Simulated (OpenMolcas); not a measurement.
Exact exchange and the HOMO–LUMO gap of C2H7NSi

The species is C2H7NSi (11 atoms), meant as a singlet with charge 0. As SMILES, `C=N[SiH2]C`. Geometry: relaxed at PBE0-D4/def2-TZVP. This is one conformer, not always the lowest.

The HOMO–LUMO gap y, in eV, basis 6-31G(d); a is the functional's share of exact exchange. Programs: OpenMolcas 26.06.

| functional | program | a | y (eV) |
| --- | --- | --- | --- |
| PBE | OpenMolcas | 0 | 3.85 |
| TPSS | OpenMolcas | 0 | 4.16 |
| B3LYP | OpenMolcas | 0.2 | 5.98 |
| PBE0 | OpenMolcas | 0.25 | ? |
| BHLYP | OpenMolcas | 0.5 | 9.12 |

Q: Fit y = c + s·a to the known rows and predict PBE0.

A: 
1. Means of the 4 rows: a = 0.1750, y = 5.777.
2. Σ(Δa)² = 0.1675, Σ(Δa·Δy) = 1.7117, so the slope is 1.7117/0.1675 = 10.219.
3. Intercept: 5.777 − (10.219) × 0.1750 = 3.989. The largest residual of the fit is 0.17.
4. PBE0: 3.989 + (10.219) × 0.25 = 6.54 eV.

The run gave 6.44 eV, so the prediction is off by +0.10 eV, within the largest residual. Exact exchange lowers occupied levels and raises empty ones. The rows mix families of semi-local functionals, which the line can't see.

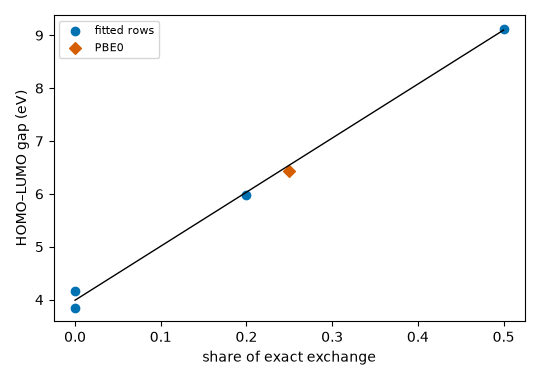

The fitted line, with the withheld row.
